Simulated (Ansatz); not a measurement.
fcc Ir, treated with revPBE in Ansatz (plane waves, PAW).

Settings: plane-wave cutoff 520 eV, 24×24×24 k mesh, Fermi–Dirac smearing 0.05 eV, no spin polarisation, scalar-relativistic PAW data made under PBE.

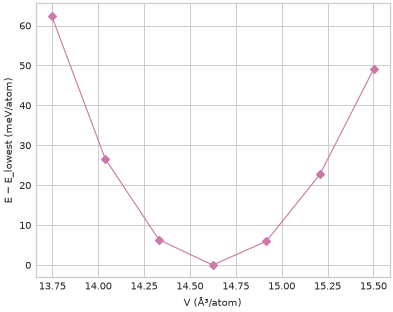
Total energy against volume

From the curve, estimate the equilibrium volume and the bulk modulus.

V0 ≈ 14.6 Å³/atom and B0 ≈ 340 GPa; the fit gives V0 = 14.623 Å³/atom, B0 = 336 GPa, B′ = 5.1.

Measured, for comparison: bulk modulus 365 GPa (corrected for temperature and zero-point phonon effects; as tabulated in Levämäki et al. (2014), arXiv:1402.3671); equilibrium volume per atom 14.06 Å³/atom (static lattice: zero-point anharmonic expansion removed; as tabulated in Mejia-Rodriguez and Trickey (2018), arXiv:1807.09216). Computed (rounded) less measured: bulk modulus -8 %, equilibrium volume per atom +4.0 %.

Spin–orbit coupling is not included.

The result took very roughly 80 core-seconds.

Ansatz is a first-principles code.
